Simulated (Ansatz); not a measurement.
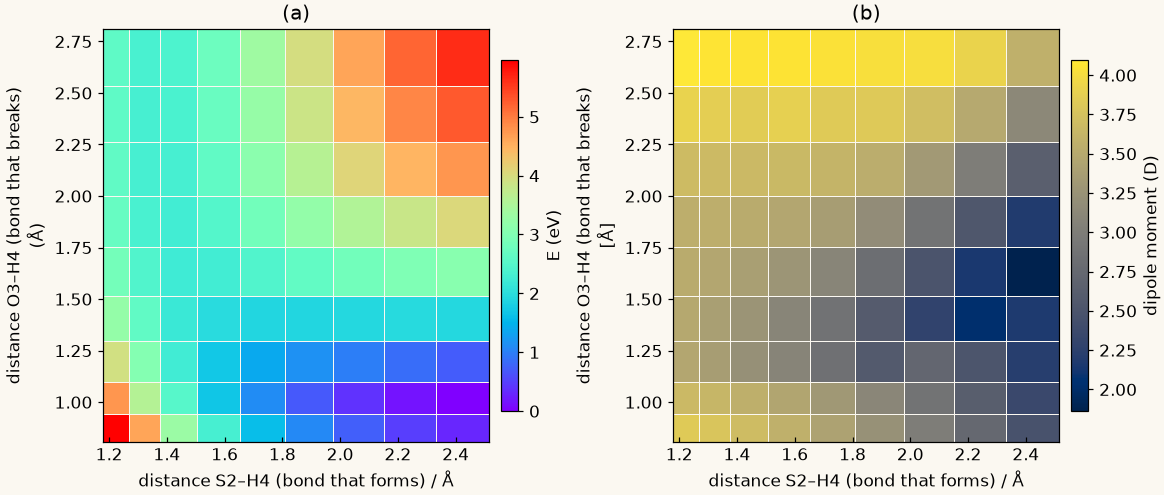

The reacting system GaH3OS (fragments GaH₃OS where the first distance is long, GaHO + H₂S where the second is long). Coordinates scanned: (1) distance S2–H4 (bond that forms); (2) distance O3–H4 (bond that breaks). Relaxed at each point: all other coordinates. Grid: 9 × 9 points. Points are written as (first, second). Energies: eV, counted from the lowest grid point. The reference is spin-restricted, so regions where a bond is pulled apart into radicals lie too high. Method: Ansatz, RKS PBE0-D4/def2-SVP.

Panel (a) is the energy and panel (b) the computed dipole moment on the same grid.

In the figure: one coloured cell a grid point.

Question: How does the dipole moment vary over the map, and what is it at the lowest grid point?

Answer: Leaving out the highest fifth of the energies, it runs from 1.86 D at (2.424 Å, 1.630 Å) to 4.10 D at (1.224 Å, 2.673 Å). At the lowest grid point, (2.424 Å, 1.007 Å), it is 2.34 D. That point lies on the edge of the scan.

```tsv
second ↓, first →	1.224	1.313	1.436	1.576	1.729	1.891	2.062	2.240	2.424
2.673	4.10	4.07	4.06	4.06	4.04	4.02	4.01	3.92	3.57
2.396	3.91	3.86	3.85	3.88	3.83	3.82	3.71	3.49	3.12
2.129	3.68	3.67	3.66	3.66	3.62	3.54	3.33	3.00	2.63
1.873	3.55	3.55	3.51	3.46	3.37	3.18	2.88	2.53	2.18
1.630	3.52	3.46	3.39	3.27	3.09	2.81	2.49	2.15	1.86
1.401	3.49	3.39	3.26	3.09	2.86	2.58	2.28	2.03	2.16
1.191	3.46	3.37	3.22	3.08	2.84	2.57	2.72	2.50	2.22
1.007	3.67	3.63	3.56	3.46	3.31	3.11	2.88	2.62	2.34
0.873	3.83	3.78	3.69	3.57	3.42	3.23	3.00	2.74	2.47
```
